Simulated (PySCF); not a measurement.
# What a change does: NMR shielding calculation on C₅H₁₁NO₂Si

System: C₅H₁₁NO₂Si, SMILES CC(=O)[SiH2]C(=O)N(C)C.
Method of run A: GIAO PBE0/pcSseg-1 NMR shielding, non-relativistic, IEF-PCM benzene (PySCF 2.14.0).

The geometry comes from this level: PBE0-D3(BJ)/def2-SVP. Text and figures count atoms from 1; the logs count them from 0 in places.

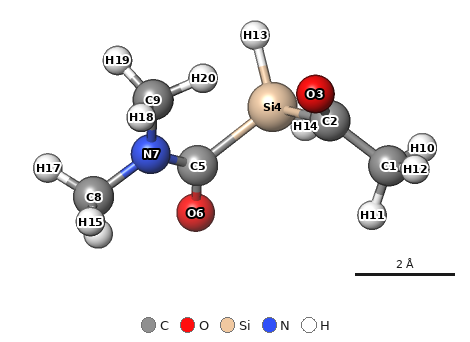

Fig. 1: The structure (ball-and-stick view, seen at a tilt; atoms are numbered from 1 in the order of the input).

## The input, run A
```
{"job": {"kind": "nmr", "xc": "PBE0", "basis": "pcSseg-1", "solvent": "benzene", "pop": true}, "charge": 0, "multiplicity": 1}
C      3.202521    -0.107342     0.722782
C      1.911953     0.662445     0.720194
O      1.412483     1.089810     1.739572
Si     0.957412     0.936365    -0.953271
C     -0.426177    -0.413332    -1.068447
O     -0.246402    -1.301186    -1.887846
N     -1.520216    -0.353167    -0.260396
C     -2.567625    -1.332307    -0.423583
C     -1.729517     0.672525     0.728623
H      3.940128     0.387177     0.070031
H      3.031341    -1.110038     0.295720
H      3.594347    -0.193546     1.746004
H      0.443904     2.339195    -0.936703
H      1.835666     0.712669    -2.134012
H     -2.710967    -1.913412     0.503088
H     -2.278067    -2.010439    -1.235517
H     -3.523873    -0.843043    -0.675708
H     -2.070063     0.215898     1.672080
H     -2.492920     1.404323     0.409113
H     -0.795301     1.202147     0.961778
```

The first line tells a small driver script what to run in PySCF; the rest is the geometry in Å.

Command:
```bash
OMP_NUM_THREADS=1 python <driver script> task.json out
```

Hardware: 1 CPU thread, shared host.

## Output (run A)
```
coarse grid: 17112 points
cycle   1  E = -690.9096467521  dE =  1.126e+00  |g| = 1.076e+00  |ddm| = 3.924e+00
cycle   2  E = -690.0001612255  dE =  9.095e-01  |g| = 2.380e+00  |ddm| = 2.907e+00
cycle   3  E = -691.1289063510  dE = -1.129e+00  |g| = 1.848e-01  |ddm| = 2.286e+00
cycle   4  E = -691.1335523072  dE = -4.646e-03  |g| = 1.307e-01  |ddm| = 2.438e-01
cycle   5  E = -691.1366667348  dE = -3.114e-03  |g| = 4.842e-02  |ddm| = 1.155e-01
cycle   6  E = -691.1371257010  dE = -4.590e-04  |g| = 9.498e-03  |ddm| = 3.914e-02
cycle   7  E = -691.1371419748  dE = -1.627e-05  |g| = 3.975e-03  |ddm| = 9.303e-03
cycle   8  E = -691.1371449507  dE = -2.976e-06  |g| = 9.173e-04  |ddm| = 2.942e-03
final grid: 160472 points
cycle   9  E = -691.2092591189  dE = -4.855e-06  |g| = 1.586e-02  |ddm| = 2.561e-02
cycle  10  E = -691.2091114830  dE =  1.476e-04  |g| = 3.207e-02  |ddm| = 3.244e-02
cycle  11  E = -691.2093073470  dE = -1.959e-04  |g| = 2.476e-03  |ddm| = 2.271e-02
cycle  12  E = -691.2093086461  dE = -1.299e-06  |g| = 3.520e-04  |ddm| = 1.755e-03
cycle  13  E = -691.2093086561  dE = -1.000e-08  |g| = 2.624e-04  |ddm| = 4.208e-04
cycle  14  E = -691.2093086695  dE = -1.343e-08  |g| = 3.808e-05  |ddm| = 2.119e-04
cycle  15  E = -691.2093086697  dE = -2.235e-10  |g| = 1.673e-05  |ddm| = 4.015e-05
converged SCF energy = -691.2093086697

GIAO shielding tensors (ppm)
atom      isotropic    diamagn.    paramagn.     s11        s22        s33       span
  0 C      140.927     251.796    -110.869    106.778    128.485    187.519     80.741
  1 C      -59.374     256.987    -316.361   -163.502   -113.353     98.733    262.235
  2 O     -472.388     403.703    -876.091  -1268.624   -477.663    329.122   1597.747
  3 Si     416.006     882.884    -466.878    369.527    403.868    474.623    105.096
  4 C        6.293     254.278    -247.985    -66.022      7.200     77.699    143.721
  5 O     -142.737     402.491    -545.227   -516.557   -189.733    278.081    794.639
  6 N      118.960     333.831    -214.871    -28.271    166.213    218.938    247.209
  7 C      154.213     243.701     -89.487    124.521    154.586    183.532     59.011
  8 C      146.342     249.668    -103.326    128.407    130.867    179.753     51.346
  9 H       28.409      27.073       1.336     25.751     28.195     31.283      5.532
 10 H       28.437      30.484      -2.047     26.234     28.708     30.367      4.133
 11 H       28.990      27.748       1.242     26.317     27.066     33.588      7.271
 12 H       26.565      30.189      -3.624     23.496     26.277     29.922      6.427
 13 H       26.759      30.385      -3.626     24.463     25.112     30.701      6.238
 14 H       29.251      28.954       0.297     24.457     27.272     36.025     11.568
 15 H       26.796      29.759      -2.964     21.726     27.447     31.214      9.488
 16 H       29.204      27.263       1.941     24.477     26.975     36.160     11.683
 17 H       28.676      31.688      -3.012     24.873     26.761     34.394      9.521
 18 H       28.519      30.324      -1.804     24.632     26.112     34.814     10.183
 19 H       27.297      33.218      -5.921     22.486     27.028     32.377      9.891
```

For run B the input was changed thus:
```diff
-"solvent": "benzene"
-"pop": true
+"solvent": "dimethylsulfoxide"
+"pop": false
```

What does this change do to the results?

The total energy of run B is 4.5 kcal/mol lower: the change of the electrostatic solvation energy at this fixed geometry, without cavity or dispersion terms. The dipole moment goes from 1.45 to 1.74 D. Of all shieldings, the largest change is that of O6, by +26.3 ppm. The number of SCF iterations is the same.

## Output (run B)
```
coarse grid: 17112 points
cycle   1  E = -690.9284922072  dE =  1.108e+00  |g| = 1.059e+00  |ddm| = 3.924e+00
cycle   2  E = -690.1770084207  dE =  7.515e-01  |g| = 2.216e+00  |ddm| = 2.571e+00
cycle   3  E = -691.1371227590  dE = -9.601e-01  |g| = 1.725e-01  |ddm| = 1.978e+00
cycle   4  E = -691.1418380269  dE = -4.715e-03  |g| = 1.065e-01  |ddm| = 2.080e-01
cycle   5  E = -691.1439695507  dE = -2.132e-03  |g| = 3.870e-02  |ddm| = 9.016e-02
cycle   6  E = -691.1442619704  dE = -2.924e-04  |g| = 8.373e-03  |ddm| = 3.078e-02
cycle   7  E = -691.1442739676  dE = -1.200e-05  |g| = 3.490e-03  |ddm| = 7.490e-03
cycle   8  E = -691.1442762274  dE = -2.260e-06  |g| = 7.356e-04  |ddm| = 2.481e-03
final grid: 160472 points
cycle   9  E = -691.2163858703  dE = -8.221e-06  |g| = 1.523e-02  |ddm| = 2.537e-02
cycle  10  E = -691.2162641965  dE =  1.217e-04  |g| = 2.963e-02  |ddm| = 2.990e-02
cycle  11  E = -691.2164305783  dE = -1.664e-04  |g| = 2.305e-03  |ddm| = 2.042e-02
cycle  12  E = -691.2164317076  dE = -1.129e-06  |g| = 2.761e-04  |ddm| = 1.573e-03
cycle  13  E = -691.2164317122  dE = -4.550e-09  |g| = 2.247e-04  |ddm| = 3.353e-04
cycle  14  E = -691.2164317220  dE = -9.794e-09  |g| = 4.117e-05  |ddm| = 1.797e-04
cycle  15  E = -691.2164317222  dE = -2.708e-10  |g| = 1.559e-05  |ddm| = 4.029e-05
converged SCF energy = -691.2164317222

GIAO shielding tensors (ppm)
atom      isotropic    diamagn.    paramagn.     s11        s22        s33       span
  0 C      140.361     251.685    -111.324    104.925    128.253    187.905     82.981
  1 C      -62.400     256.998    -319.398   -172.397   -113.596     98.791    271.188
  2 O     -446.326     404.521    -850.847  -1211.852   -456.470    329.343   1541.194
  3 Si     413.826     882.864    -469.038    367.725    402.286    471.466    103.740
  4 C        4.879     254.425    -249.545    -63.136     -1.024     78.798    141.934
  5 O     -116.449     403.490    -519.939   -470.486   -162.480    283.618    754.103
  6 N      113.819     333.787    -219.968    -37.771    166.704    212.525    250.296
  7 C      154.478     243.823     -89.345    124.441    155.245    183.748     59.307
  8 C      146.502     249.892    -103.389    128.503    130.738    180.266     51.764
  9 H       28.195      26.750       1.445     25.477     27.948     31.160      5.683
 10 H       28.308      30.337      -2.029     26.059     28.559     30.306      4.247
 11 H       28.998      27.677       1.321     26.309     27.066     33.619      7.310
 12 H       26.522      30.103      -3.581     23.473     26.201     29.891      6.418
 13 H       26.777      30.386      -3.609     24.489     25.140     30.703      6.214
 14 H       29.094      28.770       0.324     24.317     27.062     35.903     11.586
 15 H       26.977      29.968      -2.991     21.894     27.738     31.299      9.405
 16 H       29.033      27.049       1.983     24.309     26.754     36.034     11.726
 17 H       28.529      31.572      -3.043     24.668     26.654     34.265      9.597
 18 H       28.357      30.161      -1.803     24.477     25.916     34.679     10.202
 19 H       27.409      33.484      -6.075     22.574     27.176     32.477      9.903
```

## The two runs side by side

```csv
quantity,run A,run B
outcome,converged,converged
total energy (hartree),−691.209309,−691.216432
HOMO (eV),−6.81,−6.86
LUMO (eV),−1.35,−1.33
dipole moment (D),1.45,1.74
shielding of C1 (ppm),140.9,140.4
shielding of C2 (ppm),−59.4,−62.4
shielding of O3 (ppm),−472.4,−446.3
shielding of Si4 (ppm),416.0,413.8
shielding of C5 (ppm),6.3,4.9
shielding of O6 (ppm),−142.7,−116.4
shielding of N7 (ppm),119.0,113.8
SCF iterations,15,15
basis functions,215,215
wall time (shared host),43 s,40 s
```
